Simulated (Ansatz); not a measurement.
Start from SrO in the rock salt structure (space group Fm-3m, No. 225; a = 5.195 Å).

Modification: the cell is scaled by 0.9700 in all directions; the atoms relax in the strained cell.

Level of theory: PBE/PAW in Ansatz (a program for electronic structure), scalar-relativistic without spin-orbit coupling.

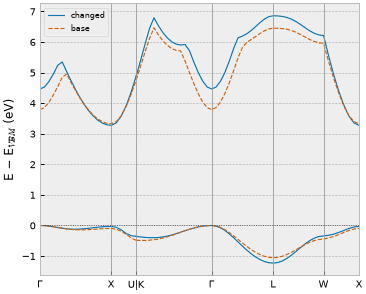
*Highest valence and lowest conduction band along the path, each from its own valence-band maximum*

The gap is 3.28 eV, indirect, Γ → X; the base has 3.33 eV.

Stability against distortions was not tested.
